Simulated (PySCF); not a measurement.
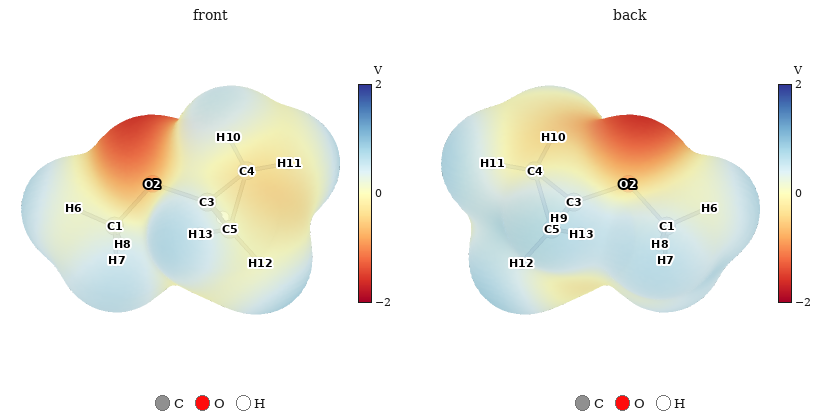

*C₄H₈O (cyclopropyl methyl ether). The molecular electrostatic potential painted on the density surface at 0.002 e/bohr³, seen from the front and from behind; the colour scale runs from red (negative) to blue (positive).*

Geometry: PBE0-D3(BJ)/def2-SVP.

These are results of PySCF, CAM-B3LYP/def2-SVPD, SCF density, gas phase, not measurements.

```csv
atom,x (Å),y (Å),z (Å)
C,1.7093,0.8497,0.5044
O,0.6821,0.0574,1.0230
C,-0.0350,-0.6071,0.0481
C,-1.4491,-0.9307,0.3679
C,-1.1373,0.1188,-0.6682
H,2.2122,1.3421,1.3484
H,1.3256,1.6273,-0.1839
H,2.4582,0.2480,-0.0469
H,0.5504,-1.3397,-0.5288
H,-1.8084,-0.5814,1.3390
H,-1.8524,-1.8936,0.0449
H,-1.3231,-0.1041,-1.7224
H,-1.3019,1.1612,-0.3818
```

Which sites attract a positive test charge, and which a negative one?

A positive charge is drawn to the negative regions and a negative charge to the positive ones. The most negative region (about −1.5 V) lies over O2, the most positive (about +0.7 V) over the C and H atoms. O2 is the likeliest acceptor of a hydrogen bond.

What dipole moment does the calculation give?

Its dipole moment is 1.26 D.
